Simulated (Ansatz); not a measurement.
The figure comes from a scan of HgTe (zinc blende): one Te atom of a 2-atom cell moves by s along Cartesian x, with its periodic images. The numbers are results of PBEsol (plane waves to 420 eV, PAW, scalar-relativistic; Ansatz, a quantum-chemistry and plane-wave program), not measurements. k mesh 7×7×7 (Γ-centred), Fermi-Dirac smearing 0.05 eV. E stands for the smeared free energy. With partly filled bands, energies and forces of such displacements shift with the k mesh and the smearing. At this level the bands of HgTe touch or barely overlap. HgTe was relaxed with its symmetry unable to fall. Spin-orbit coupling is left out, though Hg and Te are heavy. ΔE is measured from the undisplaced structure.

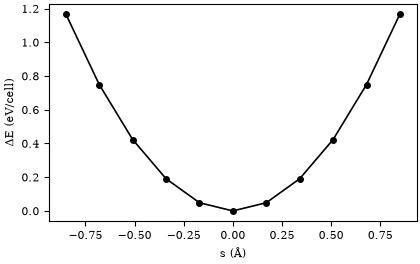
Figure. ΔE (eV/cell) against s (Å); computed points joined by lines.

**Question.** Turn the plot into a table (rounded to what can be read).

**Answer.** To the nearest 0.02:

| s (Å) | ΔE (eV/cell) |
|---|---|
| -0.850 | 1.16 |
| -0.680 | 0.74 |
| -0.510 | 0.42 |
| -0.340 | 0.20 |
| -0.170 | 0.04 |
| 0.000 | 0.00 |
| 0.170 | 0.04 |
| 0.340 | 0.20 |
| 0.510 | 0.42 |
| 0.680 | 0.74 |
| 0.850 | 1.16 |

(A displaced cell: forces are minus the slopes of the energy, force constants its curvatures, and phonons follow from these.)
